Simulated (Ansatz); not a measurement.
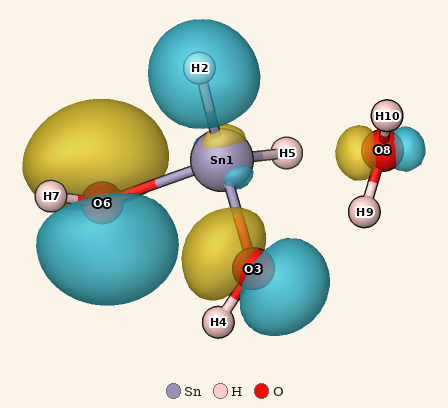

The picture shows: H4O2Sn···H2O. The HOMO at ±0.1 Å⁻³ᐟ² (yellow and cyan are the two phases), seen at a tilt.

Core potentials replace the inner electrons of Sn.

Theory: Ansatz, RKS BHLYP-D4/def2-SVP.

```xyz
10

Sn   -0.2642    0.0122    0.1984
H    -0.6584   -0.1991    1.8368
O     1.6958   -0.3107   -0.0581
H     1.8903   -0.9392   -0.7504
H    -0.8552    1.2915   -0.7296
O    -0.9830   -1.5626   -0.7735
H    -0.9632   -2.3854   -0.2906
O     1.3006    1.8770    1.1810
H     1.9651    1.3151    0.7557
H     1.5001    1.8522    2.1152
```

**What is the character of this orbital?**

It lies mainly on O6 (about 65 %), O3 (about 15 %) and Sn1 (about 10 %). Its energy is −9.50 eV.
